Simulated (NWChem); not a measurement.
## Run report: BBrF$_{2}$, energy and gradient calculation

- system: BBrF$_{2}$, SMILES FB(F)Br
- method: HF/3-21G, RHF (NWChem 7.3.0)

The geometry comes from this level: PBE0-D4/def2-TZVP.

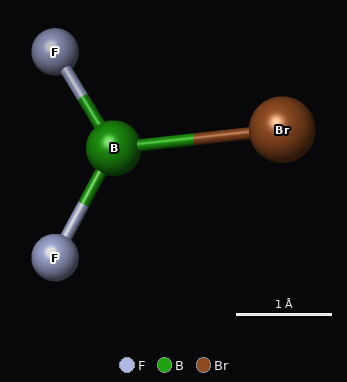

The input geometry (ball-and-stick view, seen at a tilt). Bond lengths as drawn: B–Br 1.90 Å and B–F 1.31 Å.

The input
```python
from ase import Atoms
from ase.calculators.nwchem import NWChem

molecule = Atoms(['F', 'B', 'F', 'Br'], positions=[
    [-0.215650, -1.366490, -0.109870],
    [-0.127940, -0.063330, -0.022770],
    [-1.212420, 0.659630, -0.144250],
    [1.556010, 0.770190, 0.276890],
])

calc = NWChem(
    label='bbrf2',
    theory='scf',
    memory='2200 mb',
    basis='3-21G',
    basispar='spherical bse',
    scf={'nopen': '0', 'rhf': None, 'thresh': '1e-08', 'maxiter': '80', 'print': 'low'},
)
molecule.calc = calc

forces = molecule.get_forces()
e = molecule.get_potential_energy()
print(f"E = {e:.6f} eV")
print("forces (eV/A):")
for s, f in zip(molecule.symbols, forces):
    print(f"{s:2s} {f[0]:10.5f} {f[1]:10.5f} {f[2]:10.5f}")
```

File bbrf2.nwi
```
title "bbrf2"

permanent_dir bbrf2

scratch_dir bbrf2

start bbrf2

geometry units angstrom nocenter noautosym noautoz
  F  -2.1565000000000001e-01 -1.3664900000000000e+00 -1.0987000000000000e-01
  B  -1.2794000000000000e-01 -6.3329999999999997e-02 -2.2769999999999999e-02
  F  -1.2124200000000001e+00 6.5963000000000005e-01 -1.4424999999999999e-01
  Br 1.5560099999999999e+00 7.7019000000000004e-01 2.7689000000000002e-01
end

memory 2200 mb

basis spherical bse noprint
   * library 3-21G
end

scf
  nopen 0
  rhf
  thresh 1e-08
  maxiter 80
  print low
end

task scf gradient
```

Hardware: 1 thread of Intel Xeon (Granite Rapids), 144 GiB of memory available, shared host.

Run as:
```bash
export ASE_NWCHEM_COMMAND="nwchem PREFIX.nwi > PREFIX.nwo"
python run.py
```

Output
```
E = -75717.337393 eV
forces (eV/A):
F    -0.26760   -1.33415   -0.11585
B     0.94344    0.46743    0.16794
F    -1.21803    0.59835   -0.14861
Br    0.54219    0.26837    0.09647
```

Summary

```csv
quantity,value
outcome,converged
total energy,−2782.560849 hartree
basis functions,49
largest force,1.366 eV/Å
wall time,2.6 s
peak memory,0.099 GiB
```
